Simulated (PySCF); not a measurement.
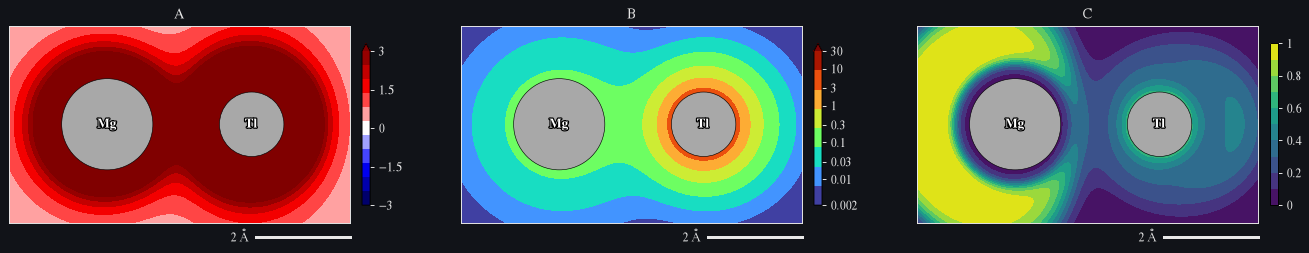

MgTl (doublet): 3 fields on a plane that holds the molecular axis, with unlabelled colour scales. Grey discs cover the atomic cores.

Core potentials replace the inner electrons of Tl.

All numbers below come from PBE0/def2-SVP, non-relativistic Hamiltonian with scalar-relativistic core potentials where named, at a bond length of 3.053 Å (PySCF).

**Match the panels to the quantities (electron density, electron localisation function and electrostatic potential).**

Panel A: electrostatic potential (strongly positive close to the atoms and fading to about zero outside). Panel B: electron density. Panel C: electron localisation function. From the grid: Mg–Tl (3.05 Å): ρ is about 0.15 e/Å³ halfway, with its minimum of 0.12 e/Å³ about 1.2 Å from Mg; the ELF is about 0.30 at the midpoint.
